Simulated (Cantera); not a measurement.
Feed: 1 mol B₂O₃, 5 mol Cl₂, at 0.133 bar.

Cantera equilibrium calculation (NASA polynomials, part measured and part estimated; ideal gas, pure solids and liquids). Candidate condensed phases: B, B₂O₃; 18 gas species. The tables' values for BOCl are old estimates; treat these amounts as uncertain. Equilibrium is a limit: real reactors are often held back by kinetics, nucleation or transport.

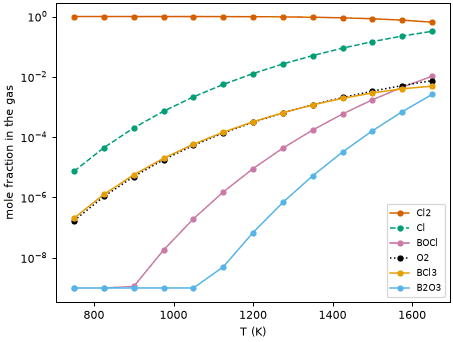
Figure. Equilibrium gas composition (values under 1e-9 drawn at 1e-9)

From 750 K to 1650 K the condensed part is B₂O₃(l).
